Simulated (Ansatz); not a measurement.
Electronic density of states of amorphous silicon oxynitride (Si₂₇O₂₄N₂₀), density 2.71 g/cm³, on a 2×2×2 Γ-centred mesh with a Gaussian width of 0.1 eV; energies count from the Fermi level, whose place inside the gap is arbitrary. Cell and mesh are small, so fine structure isn't converged. The numbers are results of PBE, scalar-relativistic without spin-orbit coupling (plane waves to 420 eV, PAW; Ansatz, a program for electronic structure), not measurements. Sampling: a 2×2×2 Γ-centred mesh; Fermi-Dirac width 0.02 eV; no spin polarisation. At PBE the levels at the filled edge of the gap are localised (band-tail or defect states), and the nearest spread-out levels lie 3.9 eV apart at the zone centre.

Preparation: random packing, a CHGNet melt and quench, and a DFT relaxation. O and N atoms were pushed apart under 1.9 Å during the dynamics, to hinder bonds among them. The hot cell started wider than the set density and was brought back towards it in steps. It is the lowest in DFT energy of 2 quenches. It is a model cell: composition and starting density were chosen by hand, and all elements were melted together. No dispersion term was used. Its density started from a set value of 2.71 and ended at 2.71 g/cm³. The quench (nominally 150 K/ps over its main leg) was far faster than any real one, so the model tends to hold more defects than a real film. Values belong to this one cell and scatter from quench to quench. The volume was held where the preparation left it and the shape relaxed, at a PBE pressure of 5.5 GPa. Stress components on the final sampling reach 5.6 GPa.

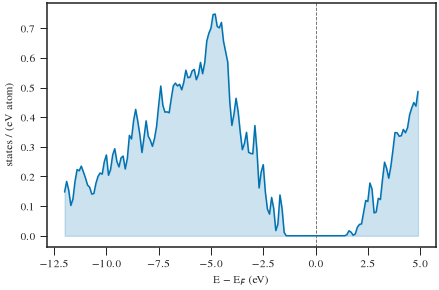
Figure: Density of states per atom

The level gap on this mesh is 3.29 eV; the broadening fills part of it in the curve.
